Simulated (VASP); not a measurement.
Band structure of GaAs (space group F-43m). Method: modified Becke-Johnson potential (mBJ), VASP's PBE PAW potentials (set 64) (plane waves; VASP).

mBJ is a potential without an energy functional, so only the levels count.

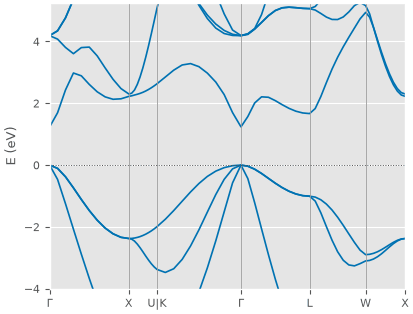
Bands along high-symmetry lines, zero at the valence-band maximum or, without a gap, the Fermi level

Problem. Read the plot: is there a gap, and where are the band edges?

Solution. The gap is direct, 1.24 eV, from the valence maximum at Γ to the conduction minimum at Γ.

The structure comes from a computed database's GaAs entry (F-43m); how it stands against other phases isn't given here. It was relaxed first. The cell's shape comes from a PBE relaxation.
